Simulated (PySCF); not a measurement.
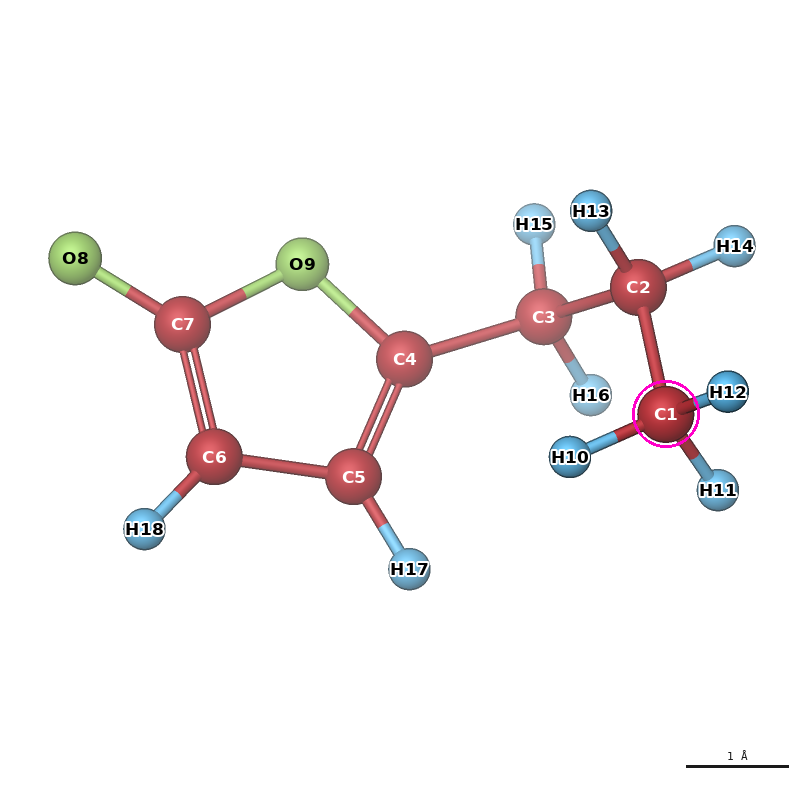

Orthographic view. Atoms fade into the background with distance from the viewer. Charge −1, singlet. Geometry: an image of a reaction path computed with GFN2-xTB, not a minimum.

### Name the neighbours of the circled atom.

The circled atom is C1; it is bonded to C2, H10, H11, H12.

### Of C2 and C3, which is nearer the viewer?

C2; the bond to C3 points away from the viewer, so it looks shorter than its 1.54 Å.

### What is the shortest path along bonds from the circled atom to C4?

C1–C2–C3–C4, 3 bonds; through space the two are 3.08 Å apart.

### Which atom is nearest the viewer?

H12, 1.9 Å in front of the mean position.
